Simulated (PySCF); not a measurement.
# C6H12 (SMILES C=C(CC)CC): what the fields show

```tsv
atom	x (Å)	y (Å)	z (Å)
C	0.7607	1.6446	-0.9642
C	0.2698	0.5839	-0.3429
C	0.9388	-0.7601	-0.4431
C	1.5405	-1.2108	0.8886
C	-0.9790	0.6750	0.4915
C	-2.1473	-0.0964	-0.1235
H	0.2938	2.6131	-0.8956
H	1.6508	1.5914	-1.5690
H	0.2170	-1.5077	-0.7796
H	1.7335	-0.7061	-1.1895
H	2.0922	-2.1391	0.7566
H	0.7649	-1.3796	1.6314
H	2.2231	-0.4537	1.2684
H	-0.7839	0.2856	1.4933
H	-1.2617	1.7245	0.5920
H	-2.3288	0.2415	-1.1415
H	-3.0507	0.0640	0.4608
H	-1.9427	-1.1637	-0.1454
```

Geometry: GFN2-xTB.

The calculation used PySCF, PBE0/pcSseg-1, SCF density, gas phase, non-relativistic.

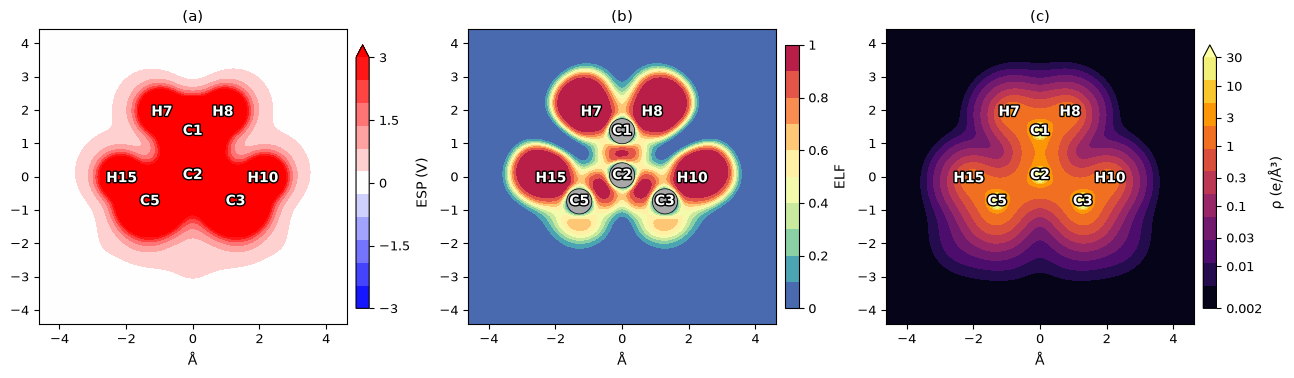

Figure 1. (a) electrostatic potential; (b) electron localisation function; (c) electron density on the plane of atoms C1, C2 and C5. Grey discs cover the atomic cores in the ELF map.

Interpret the plot.

The plane passes through C and H nuclei.
C–C (1.32 Å): the density is about 2.3 e/Å³ at the midpoint; the ELF peaks at about 0.90 between the atoms (a short, multiple covalent bond).
C–H (1.08 Å): ρ at the midpoint is about 2 e/Å³; the ELF climbs to about 1 towards the hydrogen, as it does in any bond to H: a covalent bond by its length.
C–C (1.50 Å): ρ at the midpoint is about 1.7 e/Å³; the ELF peaks at about 0.95 between the atoms (localised, covalent bonding).
The potential has no marked negative region in this plane.

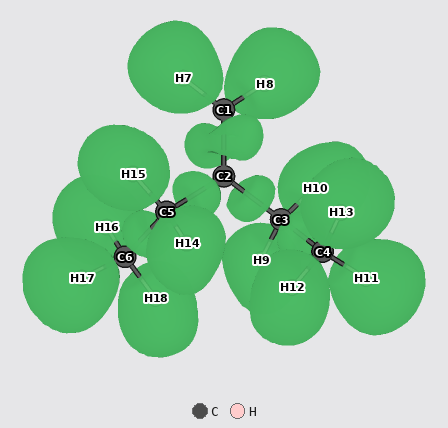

Figure 2. Isosurface of the electron localisation function at 0.75 (green), seen across its widest extent. Only the valence region is drawn (cores and ρ < 0.01 e/Å³ removed).

Identify the bonds, lone pairs and shells in this picture.

At this value the surface marks out five regions between bonded C–C atoms (shared pairs) and twelve regions around hydrogen nuclei.

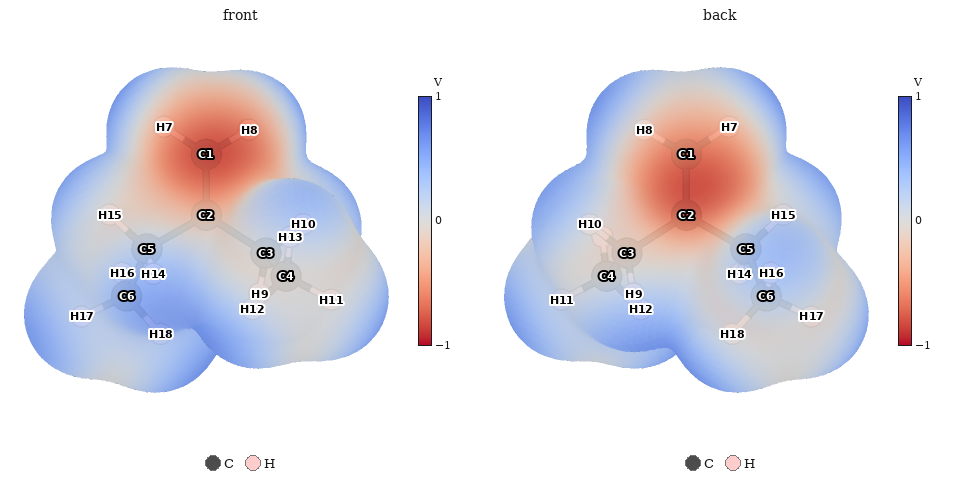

Figure 3. The electrostatic potential painted on the density surface at 0.002 e/bohr³, seen from the front and from behind; red is negative and blue positive.

Describe the electrostatic potential map.

The most negative region (about −0.8 V) lies over the π face of C1 and C2, the most positive (about +0.6 V) over the H atoms.

What dipole moment does the calculation give?

Its dipole moment is 0.52 D.
